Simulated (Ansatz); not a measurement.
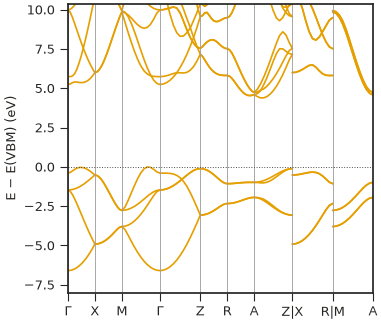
*Band structure from plane-wave PAW r²SCAN (Ansatz code)*

The gap is 4.38 eV; an edge lies off the plotted path or next to a special point (maximum off the standard path, minimum on the A–Z line, 21 % of the way from A).

The material is MgH2 (rutile, P4_2/mnm).

The cell was relaxed with r²SCAN under the symmetry of its start; phonons on a q-mesh show no instability.

Potentials: the later of the program's two PAW sets.
